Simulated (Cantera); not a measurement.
A closed system holds: 1 mol SiCl₄, 0.38 mol C₃H₈, 360 mol H₂, 0.76 mol C₂H₂, equilibrated at 0.310 bar.

These are equilibrium values from Cantera (NASA tables, ideal gas, pure condensed phases), not measurements of a reactor. Candidate condensed phases: C, C₆H₆, C₇H₈, C₈H₁₈, Si, SiC; 109 gas species. Rates play no part.

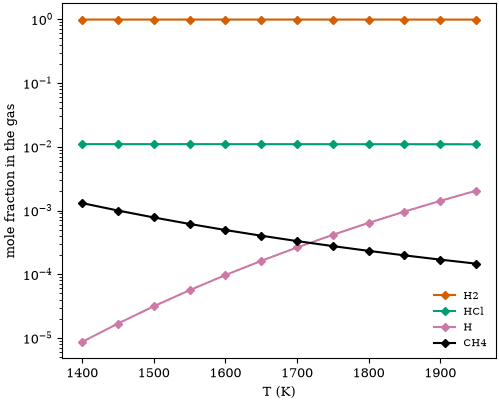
Equilibrium gas composition (values under 1e-9 drawn at 1e-9)

**Question.** Read off the mole fractions at 1700 K.

**Answer.** H₂ about 0.99, HCl about 0.011, CH₄ about 0.00033, H about 0.00026.
